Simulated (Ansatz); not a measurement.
## Electronic structure of FH5OW···H2 in real space

```xyz
10

W    -0.6427    0.0686   -0.0380
O    -0.7707    0.1002    1.8327
H    -0.3996   -0.5160    2.4740
H     0.8580    0.1660   -0.7962
H    -0.0423    1.5964   -0.4346
F    -2.3233   -0.1248   -0.8521
H     0.4943   -1.0741    0.3965
H    -0.3188   -1.1599   -1.1221
H     2.5515    1.5369    1.8143
H     1.8927    1.5614    2.1845
```

Core potentials replace the inner electrons of W.

Method: RKS r2SCANh/def2-SVP in Ansatz 0.2.0.

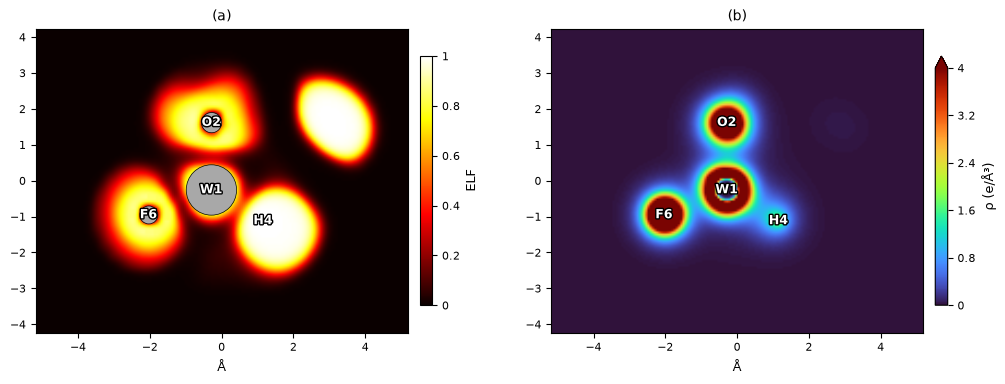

Figure 1. (a) electron localisation function; (b) electron density on the plane of atoms O2, W1 and F6. Grey discs cover the atomic cores in the ELF map.

What do the fields say about this system?

Answer. The section cuts through W, O, H and F sites.
W–O (1.88 Å): ρ at the midpoint is about 1.2 e/Å³; the ELF peaks at about 0.85 in the valence shell of O, 0.5 Å from its nucleus, and drops to about 0.30 between the two atoms.
W–F (1.88 Å): ρ at the midpoint is about 1 e/Å³; the ELF peaks at about 0.85 in the valence shell of F, 0.5 Å from its nucleus, and drops to about 0.20 between the two atoms.
W–H (1.68 Å): ρ at the midpoint is about 1.6 e/Å³; the ELF climbs to about 1 towards the hydrogen.

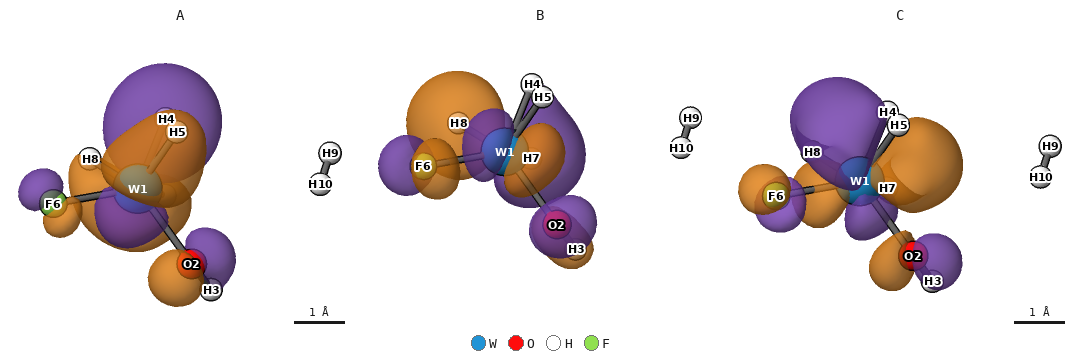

Figure 2. Three frontier orbitals at ±0.1 Å⁻³ᐟ² (orange and purple are the two phases), in no order.

Which picture is the HOMO−1, the HOMO and the LUMO?

Answer. A is the HOMO−1 (−8.05 eV). It lies mainly on W1 (about 50 %), H4 (about 25 %) and O2 (about 5 %). B is the HOMO (−7.59 eV). It lies mainly on W1 (about 40 %), H8 (about 20 %), H7 (about 15 %), F6 (about 10 %) and O2 (about 10 %). C is the LUMO (−2.60 eV). By Hirshfeld shares it lies mainly on W1 (about 65 %), O2 (about 10 %) and F6 (about 10 %).

What is the HOMO–LUMO gap?

Answer. 4.99 eV between the orbital energies.

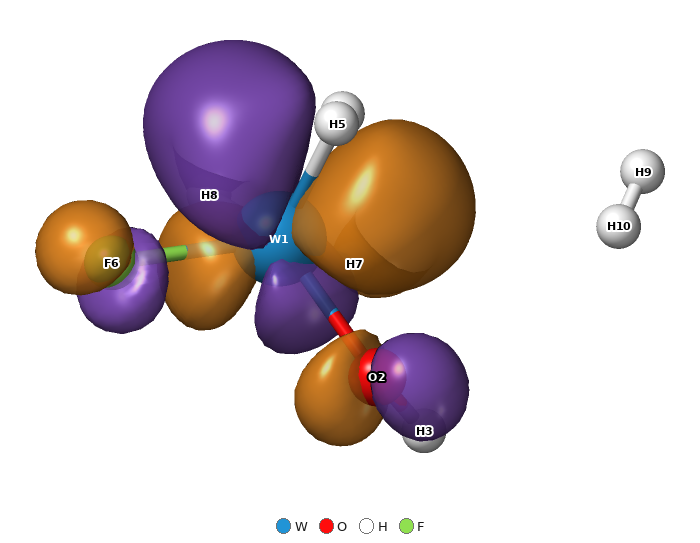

Figure 3. The LUMO at ±0.1 Å⁻³ᐟ² (orange and purple are the two phases), seen across its widest extent.

What is the character of this orbital?

Answer. By Hirshfeld shares it lies mainly on W1 (about 65 %), O2 (about 10 %) and F6 (about 10 %). Its energy is −2.60 eV.
